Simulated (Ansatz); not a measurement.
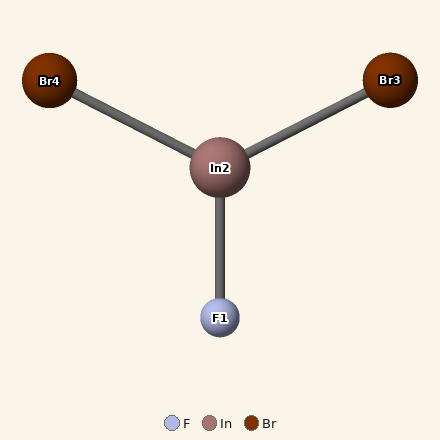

The system is Br2FIn, SMILES [F][In]([Br])[Br]; the picture shows the reference structure. First axis: umbrella angle at In2 (between each of its bonds and their common axis; 90 is planar). Second axis: change of the bonds In2–F1, In2–Br3, In2–Br4, all alike. Nothing is relaxed (all other coordinates rigid). The grid has 13 × 13 points; 91 points were computed and 78 follow by symmetry. Points are written as (first, second). Energies: kJ/mol, counted from the lowest grid point. Level of theory: Ansatz 0.2.0, RHF/def2-TZVP.

Its coordinates:

```tsv
atom	x (Å)	y (Å)	z (Å)
F	0.4187	1.1827	1.5305
In	0.0297	0.0317	0.0549
Br	1.2114	-2.1006	-0.0326
Br	-1.6042	0.8258	-1.5731
```

Range: umbrella angle at In2 (between each of its bonds and their common axis; 90 is planar) from 66 to 114°; change of the bonds In2–F1, In2–Br3, In2–Br4, all alike from −0.249 to 0.385 Å.

> What landscape does the calculation give?

The lowest grid point is at (90°, 0.015 Å). No other kind of well shows on this grid. The highest grid point, (66°, −0.249 Å), lies 393 kJ/mol above the lowest. Round the minimum the two coordinates are nearly uncoupled.

```tsv
second ↓, first →	66	70	74	78	82	86	90	94	98	102	106	110	114
0.385	318	294	275	260	250	244	242	244	250	260	275	294	318
0.332	272	247	227	212	201	194	192	194	201	212	227	247	272
0.279	228	202	181	165	154	147	145	147	154	165	181	202	228
0.226	189	162	140	123	111	104	102	104	111	123	140	162	189
0.174	155	127	104	87	74	67	65	67	74	87	104	127	155
0.121	128	98	74	56	44	36	33	36	44	56	74	98	128
0.068	110	79	54	35	22	14	11	14	22	35	54	79	110
0.015	104	71	45	25	11	3	0	3	11	25	45	71	104
−0.038	113	78	51	30	15	7	4	7	15	30	51	78	113
−0.091	141	104	75	53	38	29	26	29	38	53	75	104	141
−0.143	192	153	122	99	83	73	70	73	83	99	122	153	192
−0.196	273	232	200	175	158	148	144	148	158	175	200	232	273
−0.249	393	349	314	288	270	259	255	259	270	288	314	349	393
```

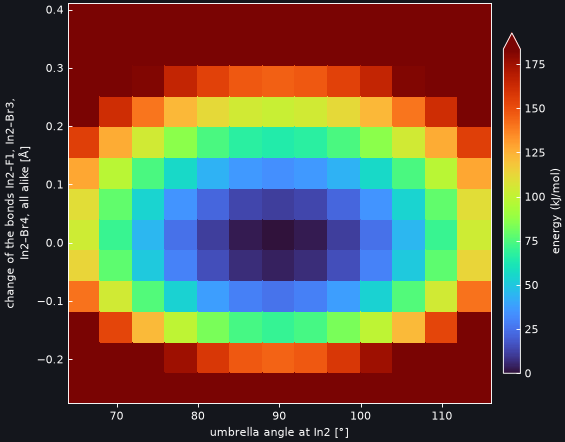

Drawn: one coloured cell a grid point, one colour for all values above the top of the scale.

Each point was launched as `ansatz run input.yaml --threads 1 --pin off --max-ram 2560MiB --backend cpu --events-out ev --progress --plain --runs-dir out`. The whole map (91 points run) took 15 min on 1 thread of Arm Neoverse V2, on a shared host.
